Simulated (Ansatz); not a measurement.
Energy landscape of Os

10 relaxations of Os ended in 4 distinct structures. Computed with PBEsol (plane waves to 420 eV, PAW, scalar-relativistic; Ansatz, a quantum-chemistry and plane-wave program).

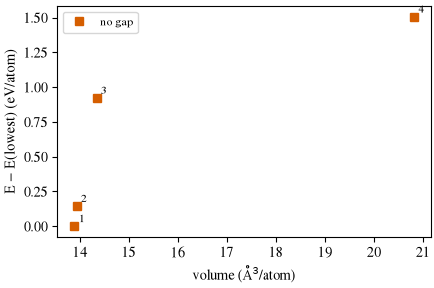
Energy against volume of the distinct structures, numbered as in the table

```tsv
#	space group	Pearson	type	E − E(lowest) (eV/atom)	V (Å³/atom)	coordination	runs ending here
1	P6₃/mmc	hP2	hcp (Mg type)	0.00	13.89	Os 12 (anticuboctahedral)	2
2	Fm-3m	cF4	fcc (Cu type)	0.15	13.94	Os 12 (cuboctahedral)	5
3	Im-3m	cI2	bcc (W type)	0.92	14.35	Os 8 (cubic)+6	1
4	Fd-3m	cF8	diamond type	1.51	20.81	Os 4 (tetrahedral)	2
```

Coordination numbers (neighbours up to the widest gap in distance over summed covalent radii, below 1.35; n+m marks a second, longer set). All are gapless at this level. P6₃/mmc, hP2, hcp (Mg type) is the lowest of the structures calculated here.

Space group P6₃/mmc (No. 194); a = 2.729 Å, b = 2.729 Å, c = 4.306 Å, α = 90.00°, β = 90.00°, γ = 120.00°

```csv
atom,site,symmetry,x,y,z
Os,2c,-6m2,0.3333,0.6667,0.2500
```

Each run could gain symmetry but not lose that of its start, so entries can be saddle points. From databases, or of a type measured for this composition: P6₃/mmc, hP2, hcp (Mg type); Fm-3m, cF4, fcc (Cu type); the others are generated cells (placed on structure types, drawn at random, substituted or restacked) that were not matched to a known phase here. Energies are at zero temperature and pressure, without zero-point motion. No spin polarisation in the result.
